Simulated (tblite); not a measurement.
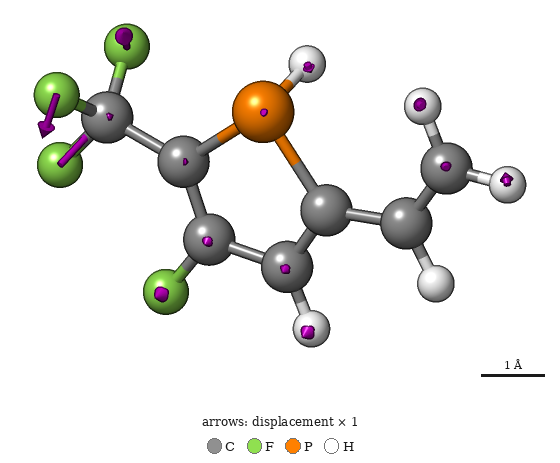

This is a relaxation of C7H5F4P. The starting structure is drawn; purple arrows show the displacements, at their true length. The two geometries are superimposed by the best rigid fit.

Style: ball-and-stick. Shown at a tilt.

Computed with tblite 0.8.0, GFN2-xTB geometry optimisation, gas phase. 

Which element moves most?

Fluorine: up to 1.06 Å, against 0.32 Å for hydrogen.

Describe the change and its energy.

After 137 geometry steps the energy has fallen by 4.72 kcal/mol. An F atom moves most after the best rigid fit: 1.06 Å. Largest moves by element: F 1.06 Å, H 0.32 Å, C 0.18 Å, P 0.10 Å. Some distances before and after: C–P 1.881 → 1.810 Å, C–P 1.868 → 1.827 Å, C–C 1.331 → 1.360 Å, C–H 1.099 → 1.076 Å. Among the angles between lasting bonds that change: C–C–C 126.6° → 123.5°, C–C–H 117.7° → 120.7°, C–C–H 123.7° → 120.8°. Groups turn about C–C by about 50°. The run took 1.2 s on 1 thread of Intel(R) Xeon(R) Platinum 8559C, on a shared host.
